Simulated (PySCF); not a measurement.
# C2H9NSi2: NMR shifts at several levels of theory

How much do the NMR shifts of C2H9NSi2 (`[SiH3]C/C=N\[SiH3]`) depend on the level of theory, and what does each level cost?

Computed with PySCF 2.14.0, with density-fitted response routines of our own, on a single molecule in the gas phase. Atoms are numbered from 0 throughout.

### Step 1. The starting structure

14 atoms, charge 0, multiplicity 1; geometry from: PBE0-D3(BJ)/def2-SVP.

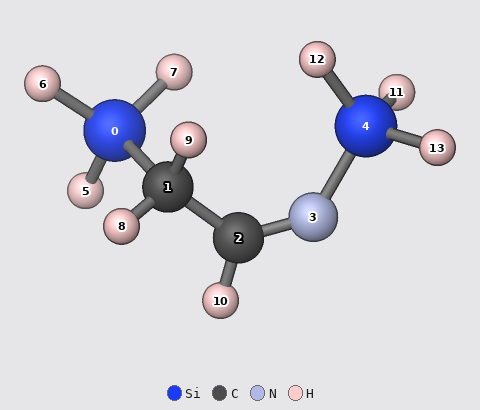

The starting geometry (silicon blue, carbon dark grey, nitrogen light blue, hydrogen pink), atoms numbered; sticks join atoms by distance.

### Step 2. Nuclear shieldings: PBE0/pcSseg-1

The job: settings as JSON, then the geometry in Å.

```
{"job": {"kind": "nmr", "xc": "PBE0", "basis": "pcSseg-1", "pop": false}, "charge": 0, "multiplicity": 1}
Si    -2.019199    -0.384397     0.094337
C     -0.600106     0.107595    -1.069403
C      0.235802     1.197782    -0.474053
N      1.267413     1.088123     0.249483
Si     2.152321    -0.294628     0.834668
H     -2.863721     0.807141     0.407199
H     -2.861940    -1.428002    -0.562331
H     -1.447594    -0.926557     1.362829
H     -1.049591     0.438806    -2.019716
H     -0.006624    -0.801237    -1.260066
H     -0.144067     2.220725    -0.679871
H      2.027615    -0.303964     2.321418
H      1.711632    -1.638910     0.322544
H      3.583371    -0.105439     0.459725
```

Method: GIAO PBE0/pcSseg-1 NMR shielding, non-relativistic, gas phase.

The run is started by

```sh
$ OMP_NUM_THREADS=1 python probes_run.py task.json out
```

This one command runs all jobs of the session in turn.

The program printed:

```text
coarse grid: 12064 points
cycle   1  E = -714.8212443192  dE =  1.400e-01  |g| = 4.430e-01  |ddm| = 3.242e+00
cycle   2  E = -714.7399856285  dE =  8.126e-02  |g| = 7.457e-01  |ddm| = 1.124e+00
cycle   3  E = -714.8651327243  dE = -1.251e-01  |g| = 1.079e-01  |ddm| = 7.748e-01
cycle   4  E = -714.8675824384  dE = -2.450e-03  |g| = 3.415e-02  |ddm| = 1.033e-01
cycle   5  E = -714.8678817920  dE = -2.994e-04  |g| = 5.792e-03  |ddm| = 3.721e-02
cycle   6  E = -714.8678899668  dE = -8.175e-06  |g| = 1.216e-03  |ddm| = 7.208e-03
final grid: 105608 points
cycle   7  E = -714.8952990511  dE = -1.618e-05  |g| = 6.051e-03  |ddm| = 1.719e-02
cycle   8  E = -714.8952934696  dE =  5.581e-06  |g| = 7.623e-03  |ddm| = 1.390e-02
cycle   9  E = -714.8953082114  dE = -1.474e-05  |g| = 8.290e-04  |ddm| = 7.991e-03
cycle  10  E = -714.8953083239  dE = -1.125e-07  |g| = 3.881e-04  |ddm| = 8.715e-04
cycle  11  E = -714.8953083576  dE = -3.375e-08  |g| = 3.958e-05  |ddm| = 3.115e-04
cycle  12  E = -714.8953083579  dE = -3.139e-10  |g| = 1.280e-05  |ddm| = 5.545e-05
converged SCF energy = -714.8953083579

GIAO shielding tensors (ppm)
atom      isotropic    diamagn.    paramagn.     s11        s22        s33       span
  0 Si     422.325     879.837    -457.512    391.512    417.561    457.901     66.389
  1 C      160.219     257.519     -97.301    131.565    157.975    191.116     59.550
  2 C        2.792     252.390    -249.598   -103.226     -8.511    120.113    223.339
  3 N     -100.694     328.927    -429.621   -448.944   -129.956    276.818    725.762
  4 Si     423.431     880.251    -456.820    394.026    404.195    472.071     78.045
  5 H       27.311      28.609      -1.297     24.322     25.494     32.118      7.795
  6 H       27.321      28.353      -1.032     24.521     24.921     32.522      8.001
  7 H       27.445      29.634      -2.189     23.736     26.879     31.721      7.985
  8 H       29.318      30.714      -1.396     26.403     27.345     34.206      7.804
  9 H       28.950      33.181      -4.232     25.323     28.578     32.947      7.625
 10 H       22.607      29.349      -6.742     19.968     21.764     26.090      6.123
 11 H       26.407      29.270      -2.864     24.136     24.870     30.213      6.077
 12 H       26.182      30.438      -4.255     22.666     26.376     29.505      6.839
 13 H       26.422      28.412      -1.989     23.788     24.747     30.732      6.944
```

Run time: 15 s. Hardware: 1 thread of Arm Neoverse V2, shared host; peak memory 0.77 GiB.

The references, computed at this level on geometries of the same kind, shield at (ppm): ¹H TMS 31.27, ¹³C TMS 184.4, ²⁹Si TMS 352.0, ¹⁵N NH3 265.7. Their shielding less the atom's gives the shift. The references are single molecules in the gas phase, so shifts against H2O, NH3, PH3, H3PO4 or CFCl3 are not on the usual liquid scales and can be off by tens of ppm. Atoms listed in one row are averaged.

| atoms | environment | σ (ppm) | δ (ppm) | δ scaled to CDCl3 |
| --- | --- | --- | --- | --- |
| C2 | C=N carbon | 2.8 | 181.6 | 175.8 |
| C1 | sp3 CH2 bonded to Si | 160.2 | 24.2 | 23.0 |
| H10 | hydrogen on a C=N carbon | 22.61 | 8.66 | 8.42 |
| H11, H12, H13 | hydrogen on a silicon bonded to N | 26.34 | 4.93 | – |
| H5, H6, H7 | hydrogen on a silicon bonded to C | 27.36 | 3.91 | – |
| H8, H9 | hydrogen on an sp3 CH2 bonded to Si | 29.13 | 2.13 | 2.24 |
| Si0 | silicon bonded to C, 3 H | 422.3 | -70.3 | – |
| Si4 | silicon bonded to N, 3 H | 423.4 | -71.4 | – |
| N3 | imine nitrogen | -100.7 | 366.4 | – |

The scaled column applies a straight-line fit of computed shieldings to shifts measured in CDCl3 (root-mean-square error 0.21 ppm for H, 2.0 ppm for C).

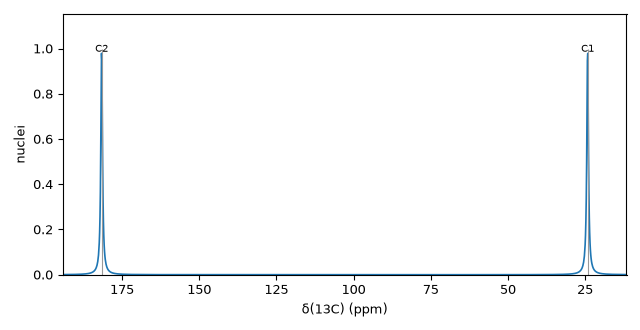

¹³C lines at the computed shifts, without couplings. Lines are broadened to a width of 0.63 ppm (Lorentzian).

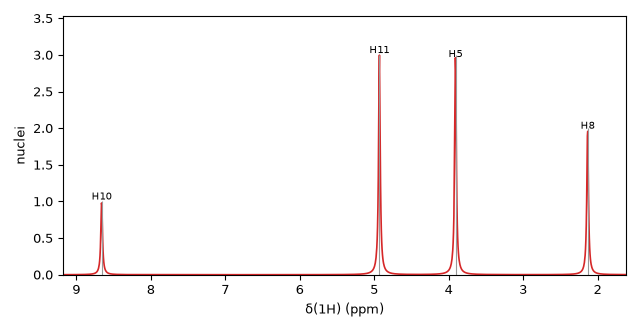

¹H lines at the computed shifts, without couplings. Lines are broadened to a width of 0.03 ppm (Lorentzian).

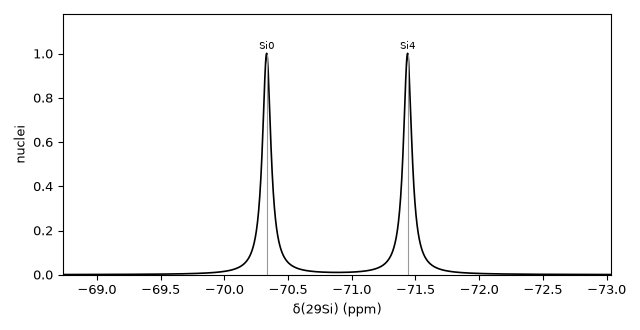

²⁹Si lines at the computed shifts, without couplings. Lines are broadened to a width of 0.08 ppm (Lorentzian).

### Step 3. Nuclear shieldings: mPW1PW91/pcSseg-1

Settings changed since step 2:

```diff
@@ -1,2 +1,2 @@
-{"job": {"kind": "nmr", "xc": "PBE0", "basis": "pcSseg-1", "pop": false}, "charge": 0, "multiplicity": 1}
+{"job": {"kind": "nmr", "xc": "mPW1PW91", "basis": "pcSseg-1", "pop": false}, "charge": 0, "multiplicity": 1}
 Si    -2.019199    -0.384397     0.094337
```

Method: GIAO mPW1PW91/pcSseg-1 NMR shielding, non-relativistic, gas phase.

The program printed:

```text
coarse grid: 12064 points
cycle   1  E = -715.2217760916  dE =  1.387e-01  |g| = 4.505e-01  |ddm| = 3.243e+00
cycle   2  E = -715.1371428944  dE =  8.463e-02  |g| = 7.598e-01  |ddm| = 1.136e+00
cycle   3  E = -715.2673207525  dE = -1.302e-01  |g| = 1.082e-01  |ddm| = 7.841e-01
cycle   4  E = -715.2698034202  dE = -2.483e-03  |g| = 3.458e-02  |ddm| = 1.043e-01
cycle   5  E = -715.2701111384  dE = -3.077e-04  |g| = 5.811e-03  |ddm| = 3.770e-02
cycle   6  E = -715.2701194613  dE = -8.323e-06  |g| = 1.214e-03  |ddm| = 7.239e-03
final grid: 105608 points
cycle   7  E = -715.2966707505  dE = -1.676e-05  |g| = 4.237e-03  |ddm| = 1.592e-02
cycle   8  E = -715.2966678401  dE =  2.910e-06  |g| = 5.467e-03  |ddm| = 9.899e-03
cycle   9  E = -715.2966753499  dE = -7.510e-06  |g| = 5.936e-04  |ddm| = 5.632e-03
cycle  10  E = -715.2966754108  dE = -6.086e-08  |g| = 2.833e-04  |ddm| = 6.272e-04
cycle  11  E = -715.2966754288  dE = -1.799e-08  |g| = 2.755e-05  |ddm| = 2.313e-04
cycle  12  E = -715.2966754289  dE = -1.601e-10  |g| = 9.115e-06  |ddm| = 4.042e-05
converged SCF energy = -715.2966754289

GIAO shielding tensors (ppm)
atom      isotropic    diamagn.    paramagn.     s11        s22        s33       span
  0 Si     419.754     879.890    -460.136    389.450    415.099    454.713     65.263
  1 C      159.327     257.615     -98.287    130.805    156.991    190.186     59.381
  2 C        1.962     252.466    -250.504   -104.460     -9.154    119.500    223.960
  3 N     -101.560     329.022    -430.582   -449.203   -131.383    275.905    725.108
  4 Si     421.313     880.289    -458.976    392.466    402.507    468.967     76.500
  5 H       27.393      28.684      -1.292     24.413     25.582     32.183      7.770
  6 H       27.404      28.417      -1.013     24.618     25.007     32.588      7.970
  7 H       27.525      29.743      -2.219     23.829     26.963     31.782      7.953
  8 H       29.373      30.756      -1.383     26.488     27.411     34.220      7.732
  9 H       29.020      33.273      -4.254     25.410     28.671     32.978      7.568
 10 H       22.679      29.418      -6.739     20.065     21.830     26.141      6.077
 11 H       26.504      29.349      -2.844     24.238     24.965     30.310      6.072
 12 H       26.286      30.538      -4.252     22.785     26.483     29.590      6.805
 13 H       26.517      28.469      -1.952     23.889     24.840     30.822      6.933
```

It took 14 s on 1 thread of Arm Neoverse V2, shared host; peak memory 0.77 GiB.

This run: δ C2 181.6, C1 24.2, Si0 -68.9, Si4 -70.5, H10 8.64, H11 4.88 ppm (means over like atoms).

### Step 4. NMR shieldings: WP04/pcSseg-1

Settings changed since step 3:

```diff
@@ -1,2 +1,2 @@
-{"job": {"kind": "nmr", "xc": "mPW1PW91", "basis": "pcSseg-1", "pop": false}, "charge": 0, "multiplicity": 1}
+{"job": {"kind": "nmr", "xc": "WP04", "basis": "pcSseg-1", "pop": false}, "charge": 0, "multiplicity": 1}
 Si    -2.019199    -0.384397     0.094337
```

Level: GIAO WP04/pcSseg-1 NMR shielding, non-relativistic, gas phase.

The program printed:

```text
coarse grid: 12064 points
cycle   1  E = -725.0920045279  dE =  9.087e-02  |g| = 7.124e-01  |ddm| = 3.318e+00
cycle   2  E = -724.7849347605  dE =  3.071e-01  |g| = 1.291e+00  |ddm| = 2.004e+00
cycle   3  E = -725.1903649854  dE = -4.054e-01  |g| = 2.540e-01  |ddm| = 1.608e+00
cycle   4  E = -725.2041532264  dE = -1.379e-02  |g| = 8.140e-02  |ddm| = 2.361e-01
cycle   5  E = -725.2059053188  dE = -1.752e-03  |g| = 1.130e-02  |ddm| = 8.429e-02
cycle   6  E = -725.2059334323  dE = -2.811e-05  |g| = 4.390e-03  |ddm| = 1.404e-02
cycle   7  E = -725.2059380982  dE = -4.666e-06  |g| = 7.603e-04  |ddm| = 3.925e-03
final grid: 105608 points
cycle   8  E = -725.2424257665  dE = -2.217e-05  |g| = 5.306e-03  |ddm| = 2.109e-02
cycle   9  E = -725.2424194863  dE =  6.280e-06  |g| = 7.293e-03  |ddm| = 1.118e-02
cycle  10  E = -725.2424323655  dE = -1.288e-05  |g| = 1.234e-03  |ddm| = 6.679e-03
cycle  11  E = -725.2424326394  dE = -2.739e-07  |g| = 4.740e-04  |ddm| = 1.145e-03
cycle  12  E = -725.2424326915  dE = -5.211e-08  |g| = 5.686e-05  |ddm| = 4.036e-04
cycle  13  E = -725.2424326923  dE = -7.124e-10  |g| = 1.485e-05  |ddm| = 7.616e-05
converged SCF energy = -725.2424326923

GIAO shielding tensors (ppm)
atom      isotropic    diamagn.    paramagn.     s11        s22        s33       span
  0 Si     400.986     881.867    -480.882    373.605    396.360    432.993     59.388
  1 C      146.824     258.745    -111.922    118.741    145.395    176.335     57.594
  2 C       -7.709     254.102    -261.811   -117.235    -13.882    107.989    225.224
  3 N     -110.381     330.221    -440.603   -448.679   -141.890    259.425    708.105
  4 Si     408.504     882.230    -473.727    384.165    393.538    447.808     63.643
  5 H       28.196      29.599      -1.403     25.376     26.473     32.739      7.363
  6 H       28.196      29.139      -0.943     25.606     25.887     33.096      7.490
  7 H       28.316      31.292      -2.977     24.849     27.764     32.334      7.484
  8 H       29.702      30.800      -1.098     27.177     27.909     34.018      6.841
  9 H       29.417      34.535      -5.118     26.015     29.319     32.916      6.901
 10 H       23.256      30.004      -6.749     20.925     22.279     26.564      5.639
 11 H       27.455      30.364      -2.909     25.264     25.899     31.202      5.938
 12 H       27.232      31.929      -4.697     23.907     27.375     30.413      6.506
 13 H       27.446      29.106      -1.660     24.931     25.758     31.649      6.718
```

It took 12 s on 1 thread of Arm Neoverse V2, shared host; peak memory 0.77 GiB.

Key values: δ C2 180.2, C1 25.6, Si0 -62.3, Si4 -69.8, H10 8.31, H11 4.19 ppm (means over like atoms).

### Step 5. Shielding tensors: B97-2/pcSseg-1

Settings changed since step 4:

```diff
@@ -1,2 +1,2 @@
-{"job": {"kind": "nmr", "xc": "WP04", "basis": "pcSseg-1", "pop": false}, "charge": 0, "multiplicity": 1}
+{"job": {"kind": "nmr", "xc": "B97-2", "basis": "pcSseg-1", "pop": false}, "charge": 0, "multiplicity": 1}
 Si    -2.019199    -0.384397     0.094337
```

Level: GIAO B97-2/pcSseg-1 NMR shielding, non-relativistic, gas phase.

The program printed:

```text
coarse grid: 12064 points
cycle   1  E = -715.2170326805  dE =  1.237e-01  |g| = 4.523e-01  |ddm| = 3.253e+00
cycle   2  E = -715.1190331621  dE =  9.800e-02  |g| = 7.919e-01  |ddm| = 1.204e+00
cycle   3  E = -715.2632802322  dE = -1.442e-01  |g| = 1.151e-01  |ddm| = 8.462e-01
cycle   4  E = -715.2661888546  dE = -2.909e-03  |g| = 3.524e-02  |ddm| = 1.135e-01
cycle   5  E = -715.2665143845  dE = -3.255e-04  |g| = 5.882e-03  |ddm| = 3.892e-02
cycle   6  E = -715.2665233887  dE = -9.004e-06  |g| = 1.419e-03  |ddm| = 7.686e-03
final grid: 105608 points
cycle   7  E = -715.2850988778  dE = -3.602e-05  |g| = 3.631e-03  |ddm| = 1.794e-02
cycle   8  E = -715.2850990903  dE = -2.124e-07  |g| = 1.997e-03  |ddm| = 2.656e-03
cycle   9  E = -715.2850993073  dE = -2.170e-07  |g| = 1.429e-03  |ddm| = 2.035e-03
cycle  10  E = -715.2850997550  dE = -4.477e-07  |g| = 1.944e-04  |ddm| = 1.055e-03
cycle  11  E = -715.2850997636  dE = -8.609e-09  |g| = 5.943e-05  |ddm| = 2.506e-04
cycle  12  E = -715.2850997644  dE = -7.996e-10  |g| = 9.594e-06  |ddm| = 6.020e-05
converged SCF energy = -715.2850997644

GIAO shielding tensors (ppm)
atom      isotropic    diamagn.    paramagn.     s11        s22        s33       span
  0 Si     425.334     879.986    -454.652    395.471    420.732    459.799     64.328
  1 C      159.795     257.439     -97.644    132.143    157.421    189.820     57.676
  2 C        6.018     252.554    -246.536    -98.267     -3.028    119.349    217.616
  3 N      -91.879     328.970    -420.849   -427.628   -122.033    274.024    701.652
  4 Si     427.837     880.381    -452.544    399.852    409.884    473.774     73.921
  5 H       27.502      28.839      -1.337     24.556     25.704     32.246      7.690
  6 H       27.508      28.556      -1.047     24.752     25.133     32.640      7.889
  7 H       27.632      29.965      -2.332     23.980     27.075     31.841      7.861
  8 H       29.447      30.769      -1.322     26.587     27.515     34.240      7.653
  9 H       29.075      33.409      -4.333     25.490     28.746     32.990      7.500
 10 H       22.760      29.505      -6.745     20.153     21.949     26.178      6.025
 11 H       26.628      29.502      -2.874     24.366     25.096     30.423      6.057
 12 H       26.387      30.717      -4.330     22.901     26.571     29.689      6.788
 13 H       26.642      28.584      -1.942     24.021     24.973     30.932      6.911
```

Run time: 12 s. Hardware: 1 thread of Arm Neoverse V2, shared host; peak memory 0.77 GiB.

This run: δ C2 177.7, C1 23.9, Si0 -67.9, Si4 -70.4, H10 8.61, H11 4.82 ppm (means over like atoms).

### Step 6. NMR shieldings: BHandHLYP/pcSseg-1

Settings changed since step 5:

```diff
@@ -1,2 +1,2 @@
-{"job": {"kind": "nmr", "xc": "B97-2", "basis": "pcSseg-1", "pop": false}, "charge": 0, "multiplicity": 1}
+{"job": {"kind": "nmr", "xc": "BHandHLYP", "basis": "pcSseg-1", "pop": false}, "charge": 0, "multiplicity": 1}
 Si    -2.019199    -0.384397     0.094337
```

Level: GIAO BHandHLYP/pcSseg-1 NMR shielding, non-relativistic, gas phase.

The program printed:

```text
coarse grid: 12064 points
cycle   1  E = -715.1473145691  dE =  1.809e-01  |g| = 4.359e-01  |ddm| = 3.204e+00
cycle   2  E = -715.1348904534  dE =  1.242e-02  |g| = 5.389e-01  |ddm| = 8.085e-01
cycle   3  E = -715.1963814634  dE = -6.149e-02  |g| = 6.591e-02  |ddm| = 4.921e-01
cycle   4  E = -715.1973671522  dE = -9.857e-04  |g| = 2.882e-02  |ddm| = 7.246e-02
cycle   5  E = -715.1975758855  dE = -2.087e-04  |g| = 5.107e-03  |ddm| = 3.307e-02
cycle   6  E = -715.1975841614  dE = -8.276e-06  |g| = 1.446e-03  |ddm| = 6.946e-03
final grid: 105608 points
cycle   7  E = -715.2185200561  dE = -7.380e-06  |g| = 2.343e-03  |ddm| = 9.448e-03
cycle   8  E = -715.2185204546  dE = -3.985e-07  |g| = 2.005e-03  |ddm| = 4.103e-03
cycle   9  E = -715.2185214784  dE = -1.024e-06  |g| = 2.119e-04  |ddm| = 1.769e-03
cycle  10  E = -715.2185214874  dE = -8.948e-09  |g| = 1.252e-04  |ddm| = 2.452e-04
cycle  11  E = -715.2185214907  dE = -3.297e-09  |g| = 3.348e-05  |ddm| = 1.449e-04
cycle  12  E = -715.2185214910  dE = -3.346e-10  |g| = 7.726e-06  |ddm| = 3.768e-05
converged SCF energy = -715.2185214910

GIAO shielding tensors (ppm)
atom      isotropic    diamagn.    paramagn.     s11        s22        s33       span
  0 Si     426.172     878.466    -452.295    396.776    420.917    460.821     64.045
  1 C      160.420     256.911     -96.491    133.048    157.230    190.982     57.934
  2 C        0.700     251.904    -251.204   -113.238     -7.073    122.409    235.648
  3 N     -108.571     329.941    -438.512   -464.130   -141.668    280.084    744.214
  4 Si     429.026     878.787    -449.762    401.842    411.005    474.229     72.387
  5 H       27.637      28.822      -1.185     24.643     25.798     32.470      7.828
  6 H       27.662      28.555      -0.893     24.847     25.251     32.888      8.041
  7 H       27.778      29.927      -2.149     24.100     27.173     32.060      7.960
  8 H       29.646      30.827      -1.182     26.774     27.592     34.572      7.798
  9 H       29.283      33.435      -4.151     25.576     28.987     33.286      7.710
 10 H       22.959      29.530      -6.571     20.292     22.353     26.233      5.941
 11 H       26.816      29.464      -2.648     24.493     25.216     30.737      6.244
 12 H       26.671      30.700      -4.029     23.234     26.927     29.852      6.618
 13 H       26.815      28.582      -1.767     24.177     25.059     31.210      7.033
```

It took 11 s on 1 thread of Arm Neoverse V2, shared host; peak memory 0.77 GiB.

In short: δ C2 183.3, C1 23.6, Si0 -67.7, Si4 -70.6, H10 8.48, H11 4.68 ppm (means over like atoms).

### Step 7. Nuclear shieldings: CAM-B3LYP/pcSseg-1

Settings changed since step 6:

```diff
@@ -1,2 +1,2 @@
-{"job": {"kind": "nmr", "xc": "BHandHLYP", "basis": "pcSseg-1", "pop": false}, "charge": 0, "multiplicity": 1}
+{"job": {"kind": "nmr", "xc": "CAM-B3LYP", "basis": "pcSseg-1", "pop": false}, "charge": 0, "multiplicity": 1}
 Si    -2.019199    -0.384397     0.094337
```

Method: GIAO CAM-B3LYP/pcSseg-1 NMR shielding, non-relativistic, gas phase.

The program printed:

```text
coarse grid: 12064 points
cycle   1  E = -715.1619685019  dE =  1.729e-01  |g| = 4.742e-01  |ddm| = 3.214e+00
cycle   2  E = -715.1280213766  dE =  3.395e-02  |g| = 6.527e-01  |ddm| = 9.229e-01
cycle   3  E = -715.2163388735  dE = -8.832e-02  |g| = 6.723e-02  |ddm| = 5.552e-01
cycle   4  E = -715.2172985011  dE = -9.596e-04  |g| = 3.107e-02  |ddm| = 7.313e-02
cycle   5  E = -715.2175371611  dE = -2.387e-04  |g| = 5.716e-03  |ddm| = 3.603e-02
cycle   6  E = -715.2175471324  dE = -9.971e-06  |g| = 1.467e-03  |ddm| = 8.172e-03
final grid: 105608 points
cycle   7  E = -715.2497698067  dE = -1.087e-05  |g| = 2.855e-03  |ddm| = 9.761e-03
cycle   8  E = -715.2497701979  dE = -3.912e-07  |g| = 2.567e-03  |ddm| = 4.912e-03
cycle   9  E = -715.2497718024  dE = -1.604e-06  |g| = 1.994e-04  |ddm| = 2.150e-03
cycle  10  E = -715.2497718101  dE = -7.686e-09  |g| = 6.323e-05  |ddm| = 2.616e-04
cycle  11  E = -715.2497718108  dE = -7.221e-10  |g| = 4.503e-05  |ddm| = 8.119e-05
cycle  12  E = -715.2497718112  dE = -4.424e-10  |g| = 4.558e-06  |ddm| = 4.052e-05
converged SCF energy = -715.2497718112

GIAO shielding tensors (ppm)
atom      isotropic    diamagn.    paramagn.     s11        s22        s33       span
  0 Si     415.236     879.428    -464.193    383.962    409.378    452.367     68.404
  1 C      158.393     256.958     -98.565    129.859    155.514    189.807     59.947
  2 C       -2.956     252.004    -254.960   -113.000    -15.005    119.138    232.138
  3 N     -110.135     329.732    -439.867   -469.026   -140.583    279.205    748.232
  4 Si     417.310     879.796    -462.486    387.770    397.389    466.773     79.003
  5 H       27.440      28.721      -1.281     24.481     25.636     32.205      7.724
  6 H       27.469      28.429      -0.960     24.687     25.104     32.617      7.930
  7 H       27.584      29.848      -2.264     23.926     27.002     31.825      7.898
  8 H       29.500      30.711      -1.212     26.716     27.520     34.262      7.546
  9 H       29.137      33.424      -4.287     25.517     28.855     33.039      7.521
 10 H       22.770      29.519      -6.749     20.087     22.016     26.207      6.120
 11 H       26.576      29.403      -2.828     24.337     25.026     30.364      6.027
 12 H       26.407      30.633      -4.227     22.949     26.675     29.596      6.646
 13 H       26.579      28.498      -1.919     23.988     24.897     30.851      6.863
```

It took 19 s on 1 thread of Arm Neoverse V2, shared host; peak memory 0.8 GiB.

Key values: δ C2 185.4, C1 24.1, Si0 -71.8, Si4 -73.9, H10 8.56, H11 4.81 ppm (means over like atoms).

[end of part 1 of 2]
